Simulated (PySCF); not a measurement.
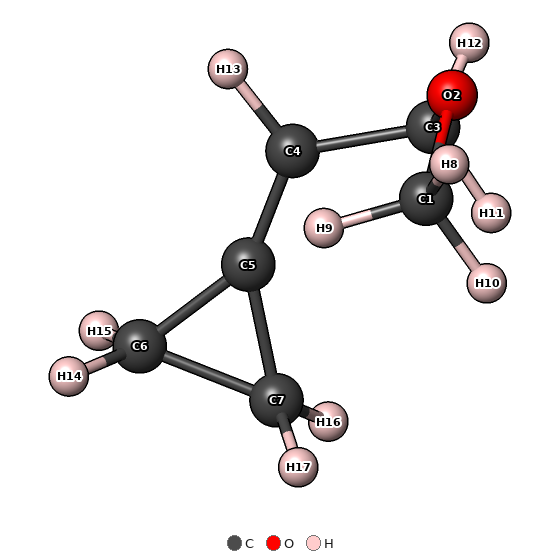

Structure of C₆H₁₀O, SMILES COCC=C1CC1.

Kohn-Sham orbital energies near the frontier, PBE0/def2-SVPD with PySCF, at a GFN2-xTB geometry (no frequency check), isolated molecule; empty levels in grey, levels within 0.03 eV side by side.

> Where do the frontier orbitals lie?

HOMO at −7.31 eV, LUMO at −0.02 eV, 7.29 eV apart.

> On which atoms do HOMO and LUMO mostly sit?

HOMO: O2 52 %, C4 9 %, C1 8 %. LUMO: C5 26 %, C4 24 %, C6 7 % (Löwdin shares).

> List the levels with the atoms that carry most of them (a dash for levels above zero or within 0.03 eV of another, where shares mean little).

| orbital | energy (eV) | Löwdin shares |
| --- | --- | --- |
| LUMO+1 | 0.74 | – |
| LUMO | −0.02 | C5 26 %, C4 24 %, C6 7 % |
| HOMO | −7.31 | O2 52 %, C4 9 %, C1 8 % |
| HOMO−1 | −7.52 | C4 34 %, C5 31 %, C3 6 % |
| HOMO−2 | −8.45 | C5 22 %, O2 19 %, C7 14 % |

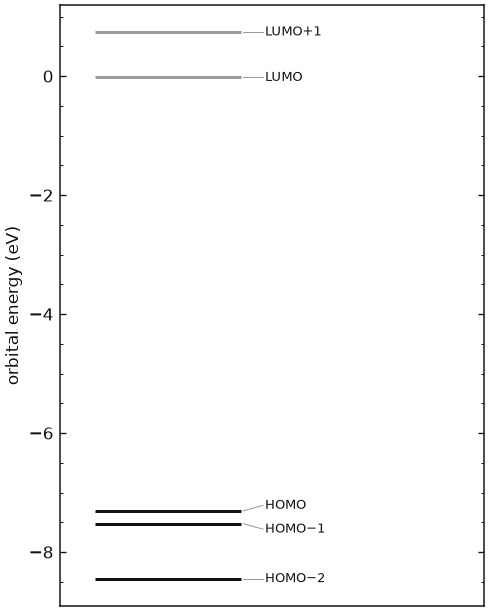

Known limits of this run: the tight-binding geometry is rougher than a DFT one and adds to the error; one conformer of a flexible molecule; empty levels above zero depend strongly on the basis.
